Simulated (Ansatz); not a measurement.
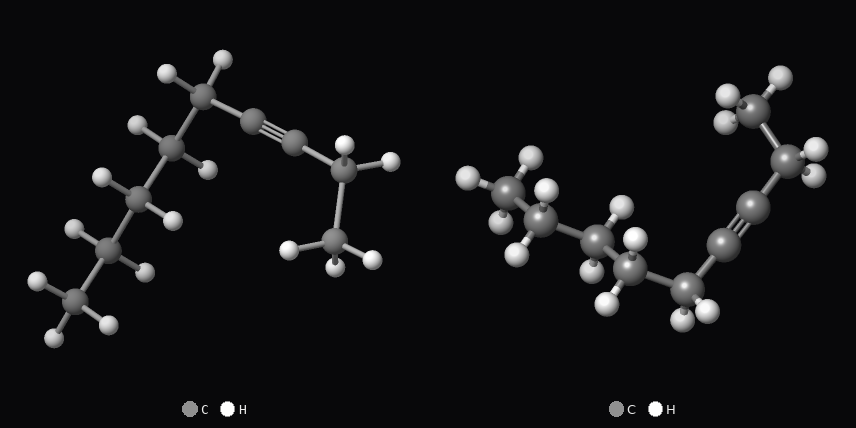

Both panels show the same species.

The computed structure is the end point of a PBE0-D4/def2-TZVP optimisation. No frequency run is at hand to confirm it as a minimum.

**Give the formula.**

C9H16, 25 atoms: 9 carbon and 16 hydrogen.

**Count the bonded pairs by element.**

16 C–H, 8 C–C.
